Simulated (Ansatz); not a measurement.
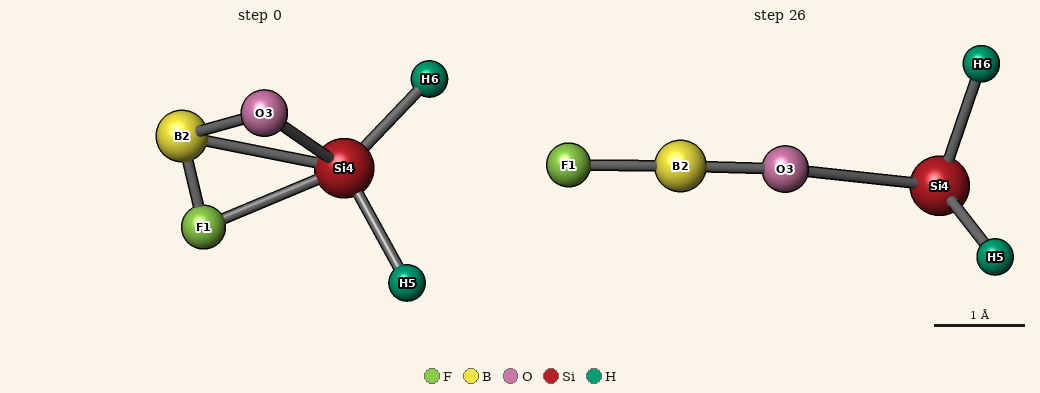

The structure of BSiH$_{2}$OF before (left) and after (right) a relaxation, at one scale.

The picture is a ball-and-stick view, seen at a tilt.

It is one of the separated reactants of a reaction.

These are results of RKS PBE-D4/def2-SVP (Ansatz 0.2.0), not measurements.

Input file:
```yaml
crystal:
  periodic: [false, false, false]
  atoms:
    - {symbol: F, position_ang: [0.075257, -1.047202, -0.629023]}
    - {symbol: B, position_ang: [0.213935, -1.024101, 0.420834]}
    - {symbol: O, position_ang: [1.026585, 0.043097, 0.508501]}
    - {symbol: Si, position_ang: [-0.387430, 0.579031, -0.373313]}
    - {symbol: H, position_ang: [-0.074560, 1.004323, -1.757506]}
    - {symbol: H, position_ang: [-1.137641, 1.642187, 0.334960]}
basis:
  gaussian: {orbitals: def2-SVP}
hamiltonian: {xc: pbe, dispersion: d4}
relax: {f_tol: 0.03, max_steps: 250}
```

Command:
```bash
ansatz run in.yaml --threads 2 --pin off --events-out ev --progress --plain --max-ram 4352MiB
```

> Summarise the run.

F1 moves most after the best rigid fit: 2.03 Å. Largest moves by element: F 2.03 Å, O 1.19 Å, Si 1.12 Å, H 0.83 Å, B 0.52 Å. Some distances before and after: F1–Si4 1.710 → 4.500 Å, B2–Si4 1.887 → 3.239 Å, O3–Si4 1.751 → 2.041 Å, F1–B2 1.059 → 1.284 Å. Bonds break, among them: B2–Si4 (1.89 → 3.24 Å), F1–Si4 (1.71 → 4.50 Å). Among the angles between lasting bonds that change: B2–O3–Si4 73.9° → 165.2°, F1–B2–O3 99.3° → 176.4°, O3–Si4–H6 112.8° → 88.4°. Over 26 geometry steps the energy falls by 189.7 kcal/mol. Largest force component: 36 eV/Å at the start, 0.013 eV/Å at the end.
